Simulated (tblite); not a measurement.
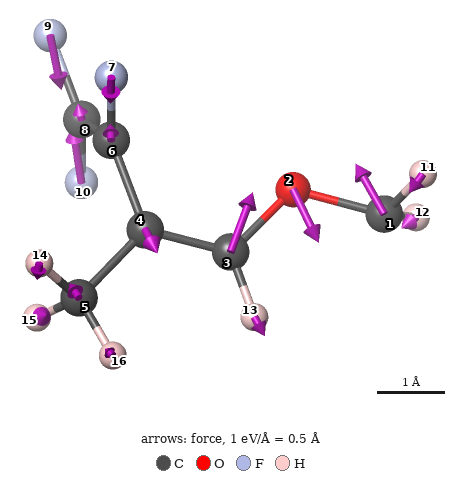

Starting geometry of C6H6F3O (multiplicity 2) with the computed forces as purple arrows. The picture is a ball-and-stick view, seen at a tilt.

These are results of tblite, GFN2-xTB geometry optimisation, gas phase, not measurements. 

> What follows when this structure is relaxed?

It isn't relaxed: the largest force vector, on C3, is 2.01 eV/Å. The final displacements have little in common with the starting forces (cosine between the two patterns 0.26). The largest moves after the best rigid fit, 1.85 Å, are those of F7 and F10. By element the largest moves are F 1.85 Å, H 1.58 Å, C 0.53 Å, O 0.20 Å. Near-neighbour distances that change, for instance: C1–O2 1.416 → 1.316 Å, O2–C3 1.405 → 1.325 Å, C8–F10 1.373 → 1.328 Å, C3–C4 1.332 → 1.368 Å. Bond angles that change, for instance: C4–C6–C8 119.7° → 130.6°, H11–C1–H12 112.4° → 123.0°, F9–C8–F10 120.0° → 110.2°. Groups turn about C4–C6 by about 70°. After 139 geometry steps the energy has fallen by 1.242 eV.
